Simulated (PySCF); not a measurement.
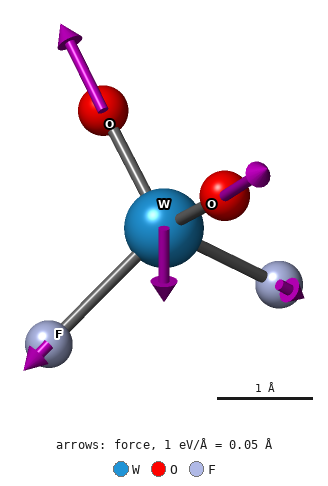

Starting geometry of WO2F2 (charge −1, multiplicity 2) with the computed forces as purple arrows. The picture is a ball-and-stick view, seen at a tilt.

The calculation used UKS B3LYP, W def2-SVP with ECP60, O def2-SVP, F def2-SVP; non-relativistic Hamiltonian with scalar-relativistic core potentials; density fitting (PySCF 2.14.0). Set-up: symmetry kept (C2v).

Is this structure relaxed? If not, where do the atoms go?

Answer. It isn't relaxed: the largest force vector, on O atoms, is 21.86 eV/Å. The final displacements follow the starting forces only in part (cosine between the two patterns 0.48). The largest moves after the best rigid fit, 0.36 Å, are those of F atoms. By element the largest moves are F 0.36 Å, O 0.33 Å, W 0.16 Å. Some distances before and after: O–W 1.510 → 1.745 Å, F–W 1.737 → 1.954 Å. Bond angles that change, for instance: F–W–F 109.5° → 80.6°, O–W–F 109.5° → 115.0°, O–W–O 109.5° → 112.8°. The energy falls by 159.8 kcal/mol in 11 geometry steps. The largest force component goes from 17 to 0.0044 eV/Å. Cost: 34 s on 2 threads of Arm Neoverse V2, on a shared host, peak memory 0.63 GiB.

Limits of the set-up: the basis has no diffuse functions, which an anion needs.
